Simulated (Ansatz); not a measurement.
GaF₃: several calculations on one system

## 1. Relaxation

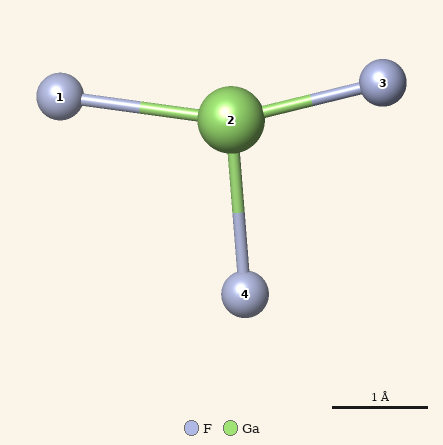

Starting structure of GaF₃ (coarse preliminary run). The picture is a ball-and-stick view, seen face on.

These are results of Ansatz, RKS PBE-D4/def2-SVP, not measurements.

Input file:
```yaml
crystal:
  periodic: [false, false, false]
  atoms:
    - {symbol: F, position_ang: [-0.284500, -1.802700, 0.499400]}
    - {symbol: Ga, position_ang: [0.313000, -0.066200, 0.177700]}
    - {symbol: F, position_ang: [0.830300, 1.443000, 0.577000]}
    - {symbol: F, position_ang: [-0.803300, 0.365600, -1.274500]}
basis:
  gaussian: {orbitals: def2-SVP}
hamiltonian: {xc: pbe, dispersion: d4}
relax: {f_tol: 0.03, max_steps: 250}
```

Predict the outcome.

The atom that moves furthest after the best rigid fit is Ga2 (0.35 Å). By element the largest moves are Ga 0.35 Å, F 0.34 Å. Some distances before and after: Ga2–F4 1.882 → 1.746 Å, F1–Ga2 1.864 → 1.746 Å, Ga2–F3 1.645 → 1.746 Å. Bond angles that change, for instance: F1–Ga2–F3 156.0° → 120.2°, F1–Ga2–F4 99.0° → 119.9°. The optimiser took 4 steps.

The structure at the end:

```xyz
4

F    -0.0553   -1.6295    0.6575
Ga    0.0143   -0.0156   -0.0041
F     0.9648    1.2168    0.7869
F    -0.8684    0.3680   -1.4606
```

The end point in the same view:

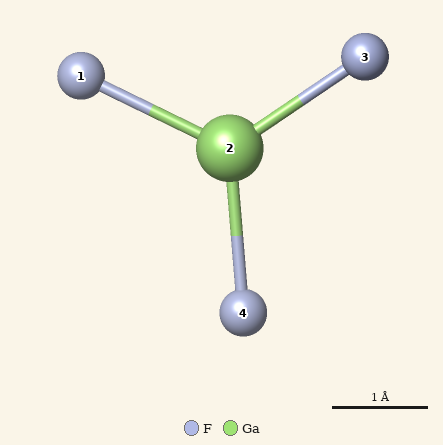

## 2. Relaxation

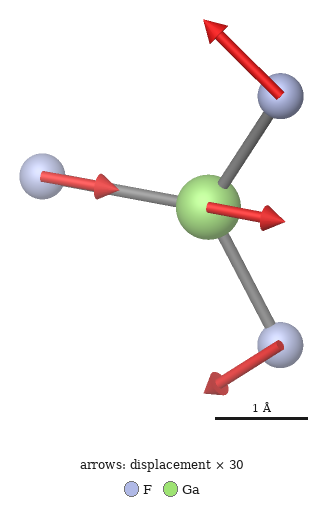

A constrained relaxation of GaF₃. The starting structure is drawn; red arrows show the displacements, 30 times their true length. The two geometries are superimposed by the best rigid fit.

The picture is a ball-and-stick view, seen at a tilt.

These are results of RKS PBE0-D4/def2-TZVP (Ansatz), not measurements.

Input file:
```yaml
crystal:
  periodic: [false, false, false]
  atoms:
    - {symbol: F, position_ang: [-0.048673, -1.610127, 0.645938]}
    - {symbol: Ga, position_ang: [0.013827, -0.015025, -0.005201]}
    - {symbol: F, position_ang: [1.108546, 1.379827, 0.889325]}
    - {symbol: F, position_ang: [-0.873768, 0.369056, -1.432440]}
basis:
  gaussian: {orbitals: def2-TZVP}
hamiltonian: {xc: pbe0, dispersion: d4}
relax: {f_tol: 0.005, max_steps: 200, constraints: [{distance: [1, 2]}]}
```

**Describe the change and its energy.**

The largest moves after the best rigid fit, 0.040 Å, are those of F1 and F4. By element the largest moves are F 0.040 Å, Ga 0.031 Å. Among the contacts that change: F1–Ga2 1.724 → 1.716 Å. Bond angles that change, for instance: F1–Ga2–F4 120.0° → 124.4°, F1–Ga2–F3 120.0° → 117.8°. After 4 geometry steps the energy has fallen by 0.009 eV. Largest force component: 0.21 eV/Å at the start, 0.00011 eV/Å at the end. The run took roughly 22 core-seconds on a shared host.

## 3. Scan

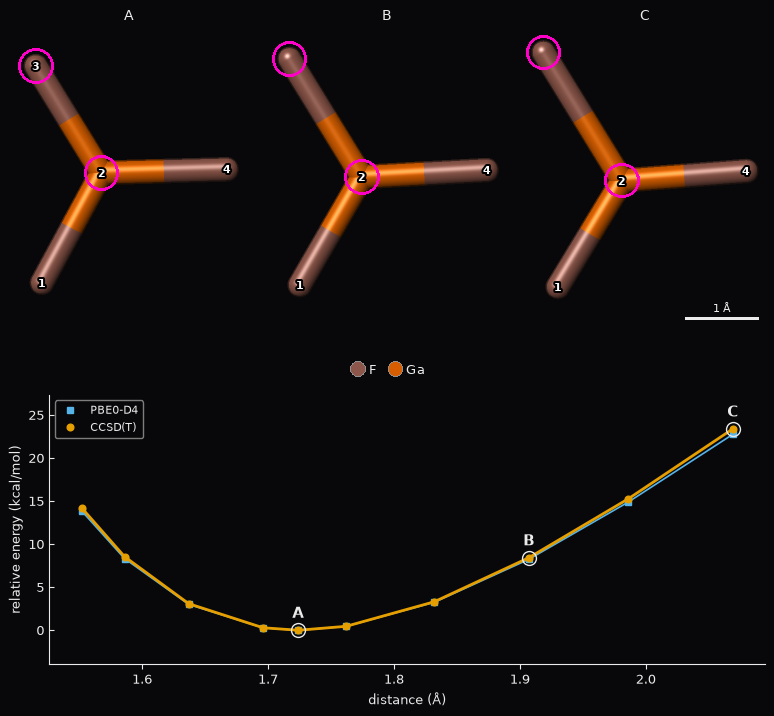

Energy scan for GaF3, in which the Ga2–F3 distance is varied, with all other coordinates relaxed. The lettered frames are marked on the plot, at the values of CCSD(T). Style: stick. Shown face on. The ringed atoms are those of the scanned coordinate.

Computed with Ansatz: CCSD(T), PBE0-D4, basis def2-TZVPP, on geometries relaxed under the constraint at PBE0-D4/def2-TZVP. Coupled cluster with a frozen core. Energies are counted from the PBE0-D4/def2-TZVP minimum geometry at the same level.

Question: Read off the main features of the energy profile.

Answer: With CCSD(T): the lowest computed point lies at the distance 1.724 Å (0.0 kcal/mol). The curvature at the lowest point is about 31 eV/Å² (4.9 mdyn/Å). The well is steeper on the short side, as for any bond. At 2.069 Å the levels give PBE0-D4 22.7 kcal/mol, CCSD(T) 23.4 kcal/mol.

## 4. Scan

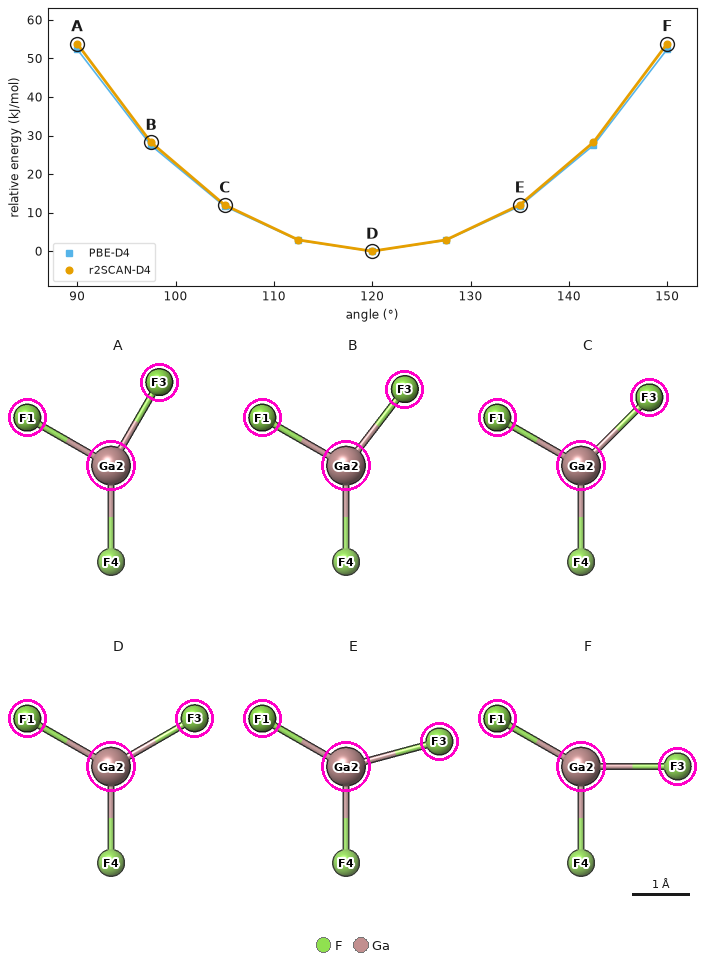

GaF3: the F3–Ga2–F1 angle is varied, with the rest of the molecule carried along rigidly. The lettered frames are marked on the plot, at the values of r2SCAN-D4. A ball-and-stick model, seen onto the plane of the angle. The ringed atoms are those of the scanned coordinate.

Computed with Ansatz: r2SCAN-D4, PBE-D4, basis def2-TZVPP, on geometries moved rigidly from the minimum at PBE0-D4/def2-TZVP. Energies are counted from the PBE0-D4/def2-TZVP minimum geometry at the same level.

What does the scan show?

Answer. With r2SCAN-D4: the lowest computed point lies at the angle 120.0° (0.0 kJ/mol). The end points stand at 53.8 kJ/mol (90.0°) and 53.9 kJ/mol (150.0°). The curvature at the lowest point is about 3.6 eV/rad². At 150.0° the levels give PBE-D4 52.4 kJ/mol, r2SCAN-D4 53.9 kJ/mol.

The computed points:

Energies in kJ/mol.

```tsv
angle (°)	r2SCAN-D4	PBE-D4
90.0	53.8	52.4
97.5	28.3	27.5
105.0	12.0	11.6
112.5	2.9	2.8
120.0	0.0	0.0
127.5	2.9	2.8
135.0	12.0	11.7
142.5	28.3	27.5
150.0	53.9	52.4
```
